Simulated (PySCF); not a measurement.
## A study: C$_{3}$H$_{5}$, charge −1, SMILES `C=C[CH2-]`

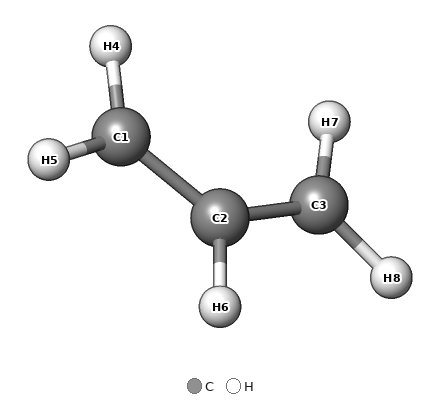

The molecule, with its atoms numbered as below. No frequency check shows the geometry to be a minimum.

Cartesian coordinates (Å):

```
C1       1.2439   -0.1832    0.0000
C2      -0.0000    0.4002    0.0000
C3      -1.2439   -0.1832    0.0000
H4       1.3748   -1.2591    0.0000
H5       2.1539    0.4082    0.0000
H6      -0.0003    1.4996    0.0000
H7      -1.3748   -1.2591    0.0000
H8      -2.1539    0.4081    0.0000
```

### 1. Bonding charge

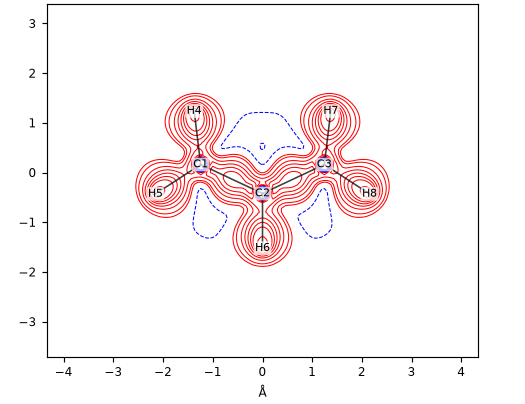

Deformation density (molecule less spherical, spin-averaged free atoms) in the molecular plane; contours at ±0.05 to ±0.8 e/Å³; solid red lines: gain, dashed blue lines: loss.

PySCF calculation, BLYP/6-311+G**, gas phase; geometry: GFN2-xTB. The highest occupied Kohn–Sham orbital has positive energy, a self-interaction fault of such functionals for anions. This is a single-reference result, which may miss multireference character in this system.

> Describe the bonding that the map shows.

C2–H6: +0.62 e/Å³ at the bond critical point (bond length 1.10 Å). C1–H4 and C3–H7: +0.60 e/Å³ at the bond critical point (bond length 1.08 Å). C3–H8 and C1–H5: +0.59 e/Å³ at the bond critical point (bond length 1.08 Å). C2–C3 and C1–C2: +0.59 e/Å³ at the bond critical point (bond length 1.37 Å). In all, 2.0 electrons gather in the regions of gain relative to the promolecule of neutral atoms (this includes the anion's extra charge).

### 2. Bond critical points

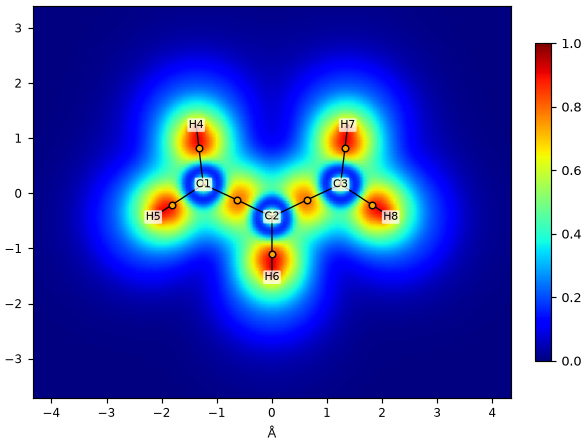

Localised orbital locator (LOL) in the molecular plane, with bond paths and bond critical points (dots).

> Rank the bonds in the plane by LOL at their critical points.

C2–H6: about 0.88; C1–H4 and C3–H7: about 0.86; C3–H8 and C1–H5: about 0.86; C2–C3 and C1–C2: about 0.78. Values above 0.5 mark slow, localised electrons, as in shared pairs; low values at a critical point mark a polar or closed-shell contact whose critical point lies between the shells.

> Where along C2–H6 does the critical point lie?

0.69 Å from C2 and 0.41 Å from H6.

### 3. Electrostatic potential

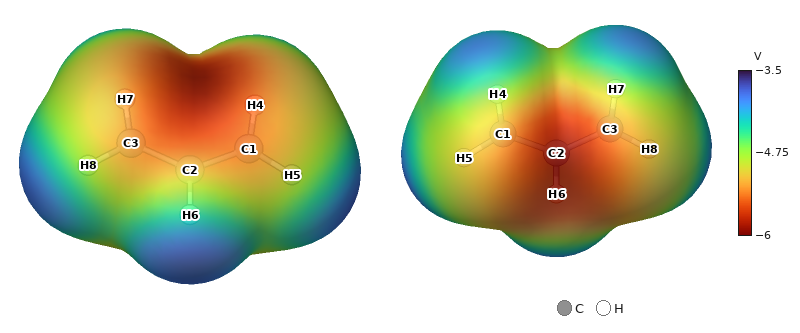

Electrostatic potential on the surface of electron density 0.001 a.u. (back view left, front view right).

> Where are the extremes of the potential on the surface?

Highest: −3.75 V, 1.5 Å from H6. Lowest: −5.94 V, off the C2–C3 bond (2.2 to 2.3 Å from its atoms), and at like points elsewhere. The surface is sampled at points, so like sites can differ by a few per cent and only the strongest of them is named.

> What volume does the surface enclose?

About 96 Å³.

### 4. Localised orbitals

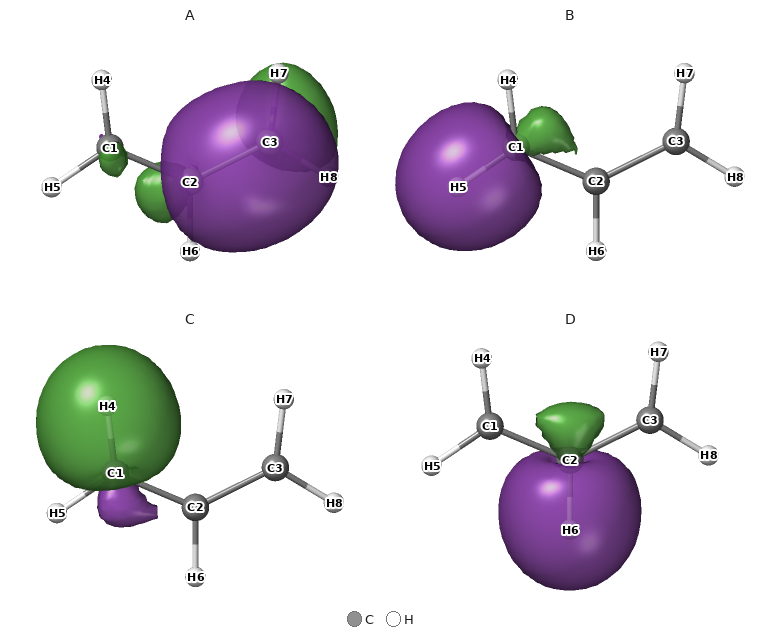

Localised orbitals, occupied; each surface holds about 85 % of the orbital's density. Energies are diagonal elements of the Fock matrix.

PySCF calculation, PBE/def2-TZVP, gas phase; geometry: GFN2-xTB. The basis has no diffuse functions, which an anion needs.

> Name the orbitals, with their atomic make-up and energies.

By panel:
- A: bent (banana) bond C3–C2 (C3 60 %, C2 38 %; −3.6 eV)
- B: σ bond C1–H5 (C1 53 %, H5 46 %; −5.4 eV)
- C: σ bond C1–H4 (C1 53 %, H4 46 %; −5.4 eV)
- D: σ bond C2–H6 (C2 52 %, H6 46 %; −5.7 eV)

> Which localisation scheme gives orbitals like these: Pipek–Mezey, IBO or Foster–Boys?

Foster–Boys: it mixes σ and π into equivalent bent bonds, while the other two keep them apart.

> How do all the valence pairs divide up?

9 pairs: 5 σ bonds and 4 bent bonds.

### 5. The π system

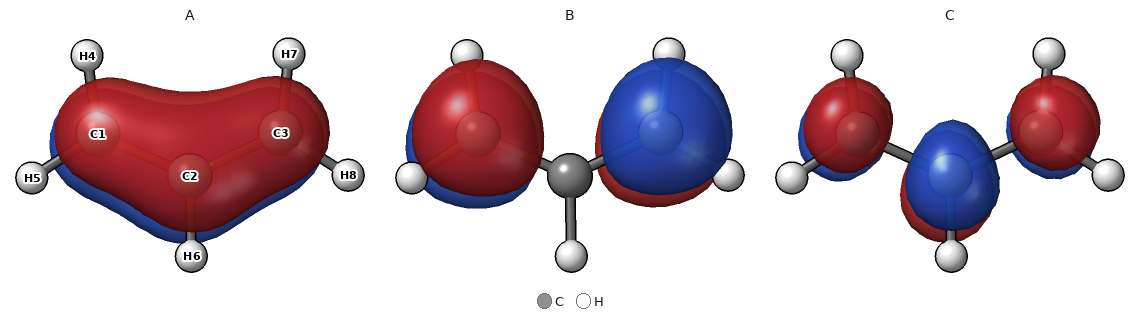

Natural orbitals of the π active space, CASSCF(4,3), singlet state, in order of falling occupation.

Method: cc-pVDZ basis; geometry: GFN2-xTB; program: PySCF. The basis has no diffuse functions, which an anion needs.

> What are the natural occupation numbers?

A 1.99, B 1.96, C 0.05.

> How multiconfigurational is the state?

The leading determinant weighs 0.97; the effective number of unpaired electrons, Σ n²(2−n)², is 0.02; the most occupied of the weakly occupied orbitals holds 0.05 e, as in an ordinary closed-shell π system. The active space lowers the energy by 0.52 eV against Hartree–Fock.

> Where does the lowest triplet lie relative to the singlet, at this geometry and within this active space?

3.69 eV above it by strongly contracted NEVPT2 (+3.64 eV by CASSCF); a small basis tends to put such gaps a few tenths of an eV too high. This is a vertical energy for π states alone; a state that uses lone pairs or σ orbitals may lie lower.
